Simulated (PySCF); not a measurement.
**Al2F4H2O2 ((F2Al-mu-OH)2): density, localisation and related maps**

```xyz
10

Al    1.3606   -0.3080    0.2024
F     2.5139    0.0351   -0.9366
F     1.8642   -1.0297    1.6065
O     0.1795    1.0650    0.4812
Al   -1.3379    0.2909   -0.1970
F    -2.4605   -0.0780    0.9646
F    -1.8769    1.0204   -1.5833
O    -0.1503   -1.0711   -0.5009
H     0.3214    1.9451    0.8378
H    -0.2894   -1.9464   -0.8702
```

Geometry: PBE0-D3(BJ)/def2-SVP.

Level of theory: PySCF, PBE0/pcSseg-1 Al:pcSseg-2, SCF density, gas phase, non-relativistic.

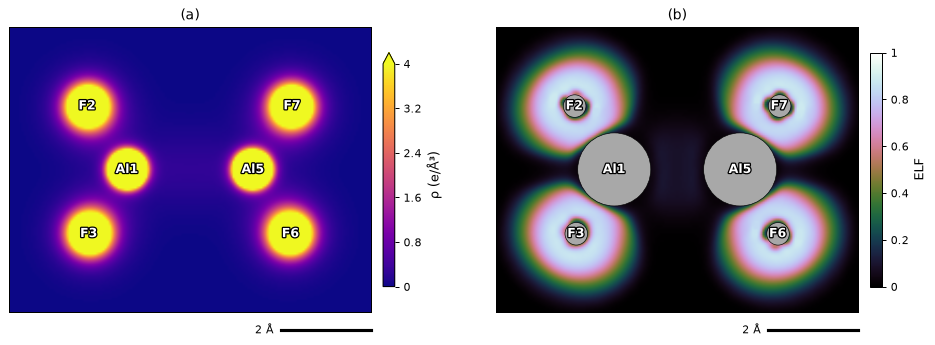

Figure 1. (a) electron density; (b) ELF on the plane of atoms F6, Al5 and F7. Grey discs cover the atomic cores in the ELF map.

Question: Interpret the plot.

Answer: The section cuts through Al and F sites. Al–F (1.66 Å): ρ at the midpoint is about 0.91 e/Å³; the ELF peaks at about 0.85 in the valence shell of F, 0.6 Å from its nucleus, and is about 0.35 at the midpoint. The ELF also peaks beside F3, F6, F7 and F2, away from the bonds: lone-pair regions.

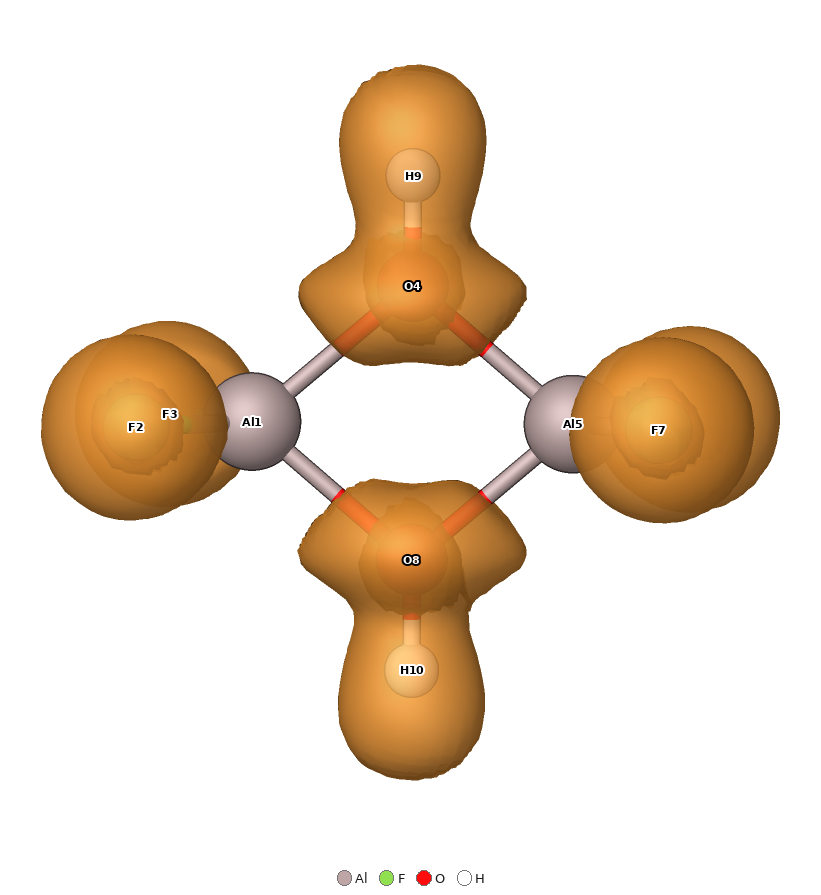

Figure 2. Isosurface of the electron localisation function at 0.75 (orange), seen across its widest extent. Only the valence region is drawn (cores and ρ < 0.01 e/Å³ removed).

Question: Identify the bonds, lone pairs and shells in this picture.

Answer: At this value the surface marks out four regions wrapped around F (the valence shell of each) and two joined regions spread over several atoms (H, O), in which their bonds and any lone pairs are merged. Along the contacts the grid gives the following. Al–O (1.83 Å): the ELF peaks at about 0.90 in the valence shell of O, 0.6 Å from its nucleus, and is about 0.55 at the midpoint.

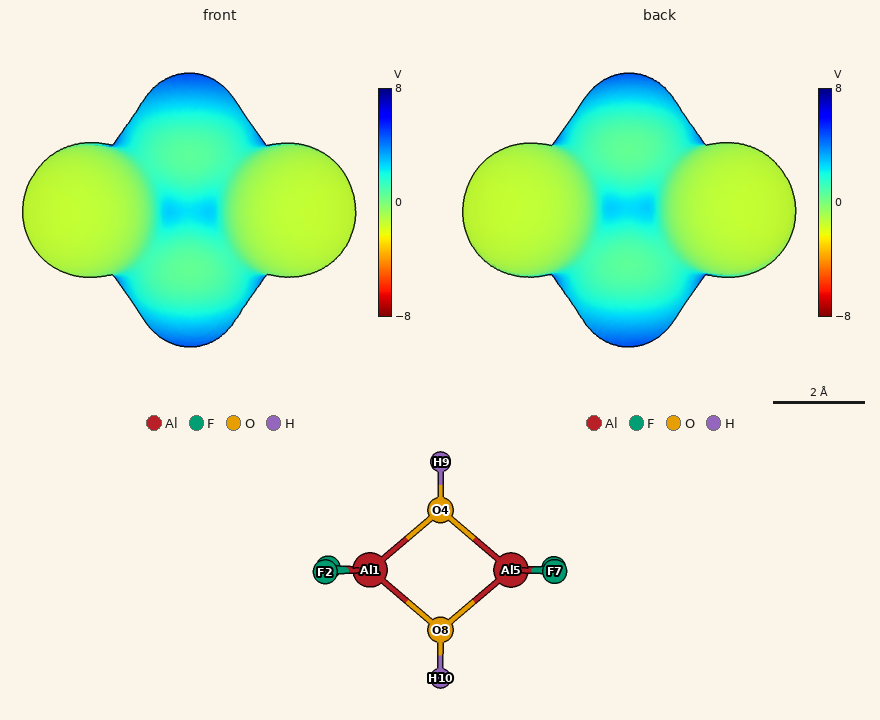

Figure 3. The molecular electrostatic potential painted on the density surface at 0.004 e/bohr³, seen from the front and from behind; the colour scale runs from red (negative) to blue (positive). The bare structure is drawn below in the same view.

Question: Describe the electrostatic potential map.

Answer: The most negative region (about −1.4 V, or −32 kcal/mol for a unit charge) lies over F2, F3, F6 and F7, the most positive (about +5.9 V, or +136 kcal/mol for a unit charge) over Al1 and Al5.

Question: How polar is the molecule by this calculation?

Answer: Its dipole moment is 0.10 D.
